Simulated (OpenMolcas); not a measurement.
# One shape, several levels: SiPH5O2 (SMILES O[SiH2]OP)

Aim: a comparison of 6 runs (HF/STO-3G, HF/6-31G*, PBE/6-31G*, B3LYP/6-31G*, MP2/6-31G*, CCSD(T)/6-31G*) of SiPH5O2. 

Program for the calculation: OpenMolcas 26.06.

1 further run of the same task is left out (set aside as unsound or not needed).

### 1 The molecule

The species is SiPH5O2 (9 atoms), meant as a singlet with charge 0. SMILES: `O[SiH2]OP`. The coordinates come from a PBE0-D4/def2-TZVP relaxation. This is one conformer, not always the lowest.

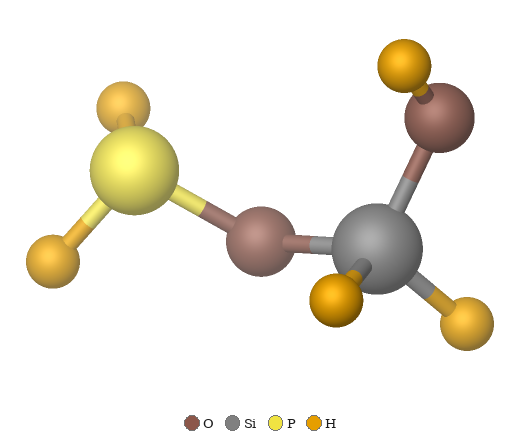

The structure, seen from a chosen angle (oxygen brown, silicon grey, phosphorus yellow, hydrogen amber).

### 2 Energy and gradient at HF/STO-3G (run 1)

File test.inp:

```
&GATEWAY
 BasLib=$CurrDir
 Coord
 9
 angstrom
 O       -0.307900       1.144300      -1.642900
 Si       0.817700       0.562000      -0.606400
 O        0.302400      -0.778100       0.201800
 P       -0.942200      -0.834900       1.277600
 H       -0.998700       1.706900      -1.290600
 H        1.170600       1.605300       0.391300
 H        1.964500       0.123500      -1.421100
 H       -0.305900      -1.590900       2.302600
 H       -1.612000      -1.984300       0.770600
 Basis=STO-3G
 Group=NoSym

&SEWARD

&SCF
 Thresholds=1e-10 1e-07 1e-07 1e-05
 PrOrbitals=1 2

&ALASKA
```

The basis set STO-3G is read from a file made from the Basis Set Exchange's data (not shown).

Run with:

```console
$ export MOLCAS_MEM=1860
$ pymolcas test.inp > test.log
```

Standard output:

```text
--- Start Module: gateway ---
[...]
--- Stop Module: gateway /rc=_RC_ALL_IS_WELL_ ---
[...]
      Basis functions           33
[...]
--- Start Module: scf ---
[...]
       Convergence after  12 Iterations
[...]
::    Total SCF energy                               -773.1286521875
[...]
      Total spin, S                                     0.0000000000
[...]
      Total electronic charge=   50.000000
      Total            charge=   -0.000000
[...]
      Dipole Moment (debye):
      Origin of the operator (angstrom)=   -0.0643   -0.0461    0.0033
                   X= -3.6573E-01               Y=  9.3048E-01               Z=  1.1372E+00           Total=  1.5142E+00
      Quadrupole Moment (debye*angstrom):
[...]
--- Stop Module: scf /rc=_RC_ALL_IS_WELL_ ---
--- Start Module: alaska ---
[...]
 *              Molecular gradients               *
 **************************************************
  Irreducible representation: a
 ------------------------------------------------------------------------------------------
                              X                       Y                       Z
 ------------------------------------------------------------------------------------------
  O1               -8.94116645508003E-03    1.44385313791826E-02    3.33080338930962E-02
  SI2              -2.98186491974430E-02   -1.32568028769127E-02   -2.15444145785404E-02
  O3               -1.80198915397938E-02    1.08031467146592E-02    1.52049368792855E-02
  P4                2.38089149850182E-02    2.17915413201244E-02   -2.51464507087498E-02
  H5                1.43309495519737E-02   -1.37688339684030E-02   -2.03307575270544E-02
  H6                3.87608719707133E-03    1.97744765118211E-02    2.13164681038567E-02
  H7                2.11389849734225E-02   -1.04926913963024E-02   -1.57044579011640E-02
  H8                5.36698747408293E-03   -1.20509428451849E-02    1.66972296362724E-02
[...]
--- Stop Module: alaska /rc=_RC_ALL_IS_WELL_ ---
[...]
```

Wall time 3.6 s (1 thread of Arm Neoverse N1, shared host); peak memory 0.37 GiB.

### 3 Energy and forces at HF/6-31G(d) (spherical functions) (run 2)

File calc.input:

```
>>> EXPORT MOLCAS_PRINT=2

&GATEWAY
  BASLIB=$CurrDir
  COORD
  9
  bohr
  O     -0.58184667     2.16241360    -3.10463105
  Si     1.54522905     1.06202608    -1.14592992
  O      0.57145318    -1.47039590     0.38134673
  P     -1.78049995    -1.57773234     2.41431410
  H     -1.88726948     3.22557352    -2.43888054
  H      2.21211340     3.03357735     0.73944983
  H      3.71236697     0.23338118    -2.68548980
  H     -0.57806722    -3.00636529     4.35128337
  H     -3.04623851    -3.74978355     1.45622295
  BASIS=6-31Gs
  GROUP=NoSym

&SEWARD

&SCF
  THRESHOLDS=1e-10 1e-07 1e-07 1e-05
  PRORBITALS=1 1

&ALASKA
```

The basis set 6-31G* is read from a file made from the Basis Set Exchange's data (not shown).

Run with:

```console
$ export MOLCAS_MEM=1860
$ pymolcas calc.input > calc.log
```

Standard output:

```text
--- Start Module: gateway ---
[...]
--- Stop Module: gateway /rc=_RC_ALL_IS_WELL_ ---
[...]
      Basis functions           74
[...]
--- Start Module: scf ---
[...]
       Convergence after  13 Iterations
[...]
::    Total SCF energy                               -782.3464462289
[...]
      Total spin, S                                     0.0000000000
[...]
      Total electronic charge=   50.000000
      Total            charge=   -0.000000
[...]
      Dipole Moment (debye):
      Origin of the operator (angstrom)=   -0.0643   -0.0461    0.0033
                   X= -9.6204E-01               Y=  8.1812E-01               Z=  1.3789E+00           Total=  1.8698E+00
      Quadrupole Moment (debye*angstrom):
[...]
--- Stop Module: scf /rc=_RC_ALL_IS_WELL_ ---
[...]
--- Start Module: alaska ---
[...]
 *              Molecular gradients               *
 **************************************************
  Irreducible representation: a
 ------------------------------------------------------------------------------------------
                              X                       Y                       Z
 ------------------------------------------------------------------------------------------
  O1                1.06866839541020E-02   -8.48633967073553E-03   -5.86876755096810E-03
  SI2              -1.04807518138443E-02    2.34887771446868E-03    2.67407859551483E-03
  O3                2.71266095369338E-03   -5.00712054485852E-03   -1.34843069101324E-03
  P4               -1.38373191188990E-03    2.11247757928215E-02   -3.72886924999172E-03
  H5               -7.93978061832590E-03    6.74918112721468E-03    5.44379601403611E-03
  H6                1.25183751300373E-03    3.29134902951633E-03    3.69318041831423E-03
  H7                3.16888539131277E-03   -2.99531305056866E-03   -3.42750342233344E-03
  H8                4.21528698911566E-03   -7.53091558464147E-03    5.11201889201018E-03
[...]
--- Stop Module: alaska /rc=_RC_ALL_IS_WELL_ ---
[...]
```

Run time: 11 s. Hardware: 1 thread of Arm Neoverse N1, shared host; peak memory 0.43 GiB.

Runs 3 to 5 aren't shown in full; the table further down has their settings and results.

### 4 A single-point energy at CCSD(T)/6-31G(d) (spherical functions) (run 6)

File run.input:

```
&GATEWAY
 BASLIB=$CurrDir
 COORD
 9
 bohr
 O     -0.58184667     2.16241360    -3.10463105
 Si     1.54522905     1.06202608    -1.14592992
 O      0.57145318    -1.47039590     0.38134673
 P     -1.78049995    -1.57773234     2.41431410
 H     -1.88726948     3.22557352    -2.43888054
 H      2.21211340     3.03357735     0.73944983
 H      3.71236697     0.23338118    -2.68548980
 H     -0.57806722    -3.00636529     4.35128337
 H     -3.04623851    -3.74978355     1.45622295
 BASIS=6-31Gs
 GROUP=NoSym

&SEWARD

&SCF
 THRESHOLDS=1e-10 1e-07 1e-07 1e-05
 PRORBITALS=1 2

&RASSCF
 FILEORB=$Project.ScfOrb
 SPIN=1
 NACTEL=0 0 0
 INACTIVE=25
 RAS2=0
 OUTORBITALS=Canonical
 ORBLISTING=Nothing

&MOTRA
 JOBIPH
 FROZEN=12

&CCSDT
 CCT
 TRIPLES=2
 ITERATIONS=80
 ACCURACY=1e-08
 EXTRAPOLATION=5 4
```

The basis set 6-31G* is read from a file made from the Basis Set Exchange's data (not shown).

Run with:

```console
$ export MOLCAS_MEM=1860
$ pymolcas run.input > run.log
```

Standard output:

```text
--- Start Module: gateway ---
[...]
--- Stop Module: gateway /rc=_RC_ALL_IS_WELL_ ---
[...]
      Basis functions           74
[...]
       Convergence after  13 Iterations
[...]
::    Total SCF energy                               -782.3464462289
[...]
      Total spin, S                                     0.0000000000
[...]
      Number of active orbitals                  0
[...]
      Spin quantum number                      0.0
[...]
      Active orbitals                            0
[...]
      Number of CSFs                             1
[...]
      Number of root(s) required                 1
[...]
      Convergence after  4 iterations
[...]
      Natural orbitals and occupation numbers for root  1
      ************************************************************************************************************************
      *                                                    Final results                                                     *
      ************************************************************************************************************************
[...]
::    RASSCF root number  1 Total energy:   -782.34644623
[...]
      Total electronic charge=   50.000000
      Total            charge=   -0.000000
[...]
      Dipole Moment (debye):
      Origin of the operator (angstrom)=   -0.0643   -0.0461    0.0033
                   X= -9.6204E-01               Y=  8.1812E-01               Z=  1.3789E+00           Total=  1.8698E+00
      Quadrupole Moment (debye*angstrom):
[...]
--- Start Module: motra ---
[...]
      *** WARNING: Default frozen orbitals is overwritten by user input.
      *** Default values:   9
[...]
--- Stop Module: motra /rc=_RC_ALL_IS_WELL_ ---
--- Start Module: ccsdt ---
[...]
      Convergence after                    14  Iterations
      Total energy (diff) :    -782.91713823       0.00000000
[...]
 METHOD                       : CCSD+T(CCSD)+<T3(1)WT1> = CCSD(T)
[...]
       CCSD     =      -782.9171382310044
[...]
--- Stop Module: ccsdt /rc=_RC_ALL_IS_WELL_ ---
[...]
```

Run time: 46 s. Hardware: 1 thread of Arm Neoverse N1, shared host; peak memory 0.43 GiB.

### 5 The series

| run | level | integration grid | Cartesian functions | energy (Eh) | dipole moment (D) of the reference | HOMO energy (eV) | LUMO energy (eV) | wall time |
| --- | --- | --- | --- | --- | --- | --- | --- | --- |
| 1 | HF/STO-3G | – | no | -773.128652 | 1.51 | -7.07 | 11.54 | 3.6 s |
| 2 | HF/6-31G* (spherical functions) | – | no | -782.346446 | 1.87 | -10.20 | 3.59 | 11 s |
| 3 | PBE/6-31G* (spherical functions) | UltraFine | no | -783.836280 | 1.38 | -5.88 | -0.91 | 53 s |
| 4 | B3LYP/6-31G* (Cartesian functions) | UltraFine | yes | -784.366324 | 1.56 | -6.95 | -0.18 | 52 s |
| 5 | MP2/6-31G* (spherical functions) | – | no | -782.878823 | 1.87 | -10.20 | 3.59 | 6.9 s |
| 6 | CCSD(T)/6-31G* (spherical functions) | – | no | -782.929284 | 1.87 | -10.20 | 3.59 | 46 s |

### 6 Results

| quantity | value |
| --- | --- |
| run 6: total energy | -782.92928 Eh |
| run 6: dipole moment (mean-field density) | 1.87 D |
| run 6: HOMO energy (Hartree–Fock orbitals) | -10.20 eV |
| run 6: LUMO energy (Hartree–Fock orbitals) | 3.59 eV |
| run 6: HOMO–LUMO gap (Hartree–Fock orbitals) | 13.79 eV |
| run 6: correlation energy (12 core orbitals frozen) | -582.8 mEh |
| run 6: (T) correction | -12.15 mEh |

In words: Below the HF energy at the same shape and in the same basis (6-31G*): MP2 -532.4 mEh; CCSD(T) -582.8 mEh. Over runs 1, 2, 3, 4 the dipole moment (its size) runs from 1.38 D (PBE/6-31G*) to 1.87 D (HF/6-31G*). Over runs 1, 2, 3, 4 the HOMO–LUMO gap runs from 4.97 eV (PBE/6-31G*) to 18.61 eV (HF/STO-3G). The two ends differ in method and basis. Totals of different functionals can't be ranked against each other. In run 1 the basis is minimal, so the values are rough. All runs together took 2.9 min, the longest 53 s.
